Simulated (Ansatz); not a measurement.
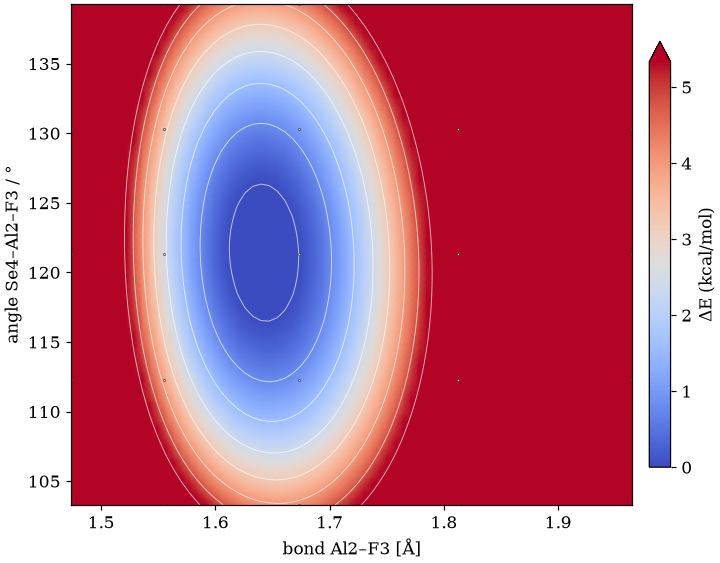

AlF2HSe, SMILES [F][Al]([F])[SeH]. 
- Two internal coordinates are moved rigidly from the geometry relaxed at PBE0-D4/def2-TZVP, all others fixed.
- Coordinates scanned: (1) bond Al2–F3; (2) angle Se4–Al2–F3.
- The scan uses a 5 × 5 grid.
- Points are written as (first, second).
- All energies are given in kcal/mol relative to the lowest grid point.
- Computed with Ansatz, RKS r2SCAN-D4/def2-TZVPP.

The picture shows a smooth colour map with a few white contour lines, dots at the grid points, one colour for all values above the top of the scale. Between grid points the surface is interpolated.

**Estimate the position of the minimum and the force constants in these coordinates.**

The interpolated minimum is at bond Al2–F3 ≈ 1.638 Å, angle Se4–Al2–F3 ≈ 121.4°. The curvatures there are about 31 eV/Å² and 3.5 eV/rad², with a cross term of about 0.6 eV/(Å·rad). Round the minimum the two coordinates are weakly coupled (coupling 0.06 in units of the two stiffnesses). (1 eV is 23.1 kcal/mol.)
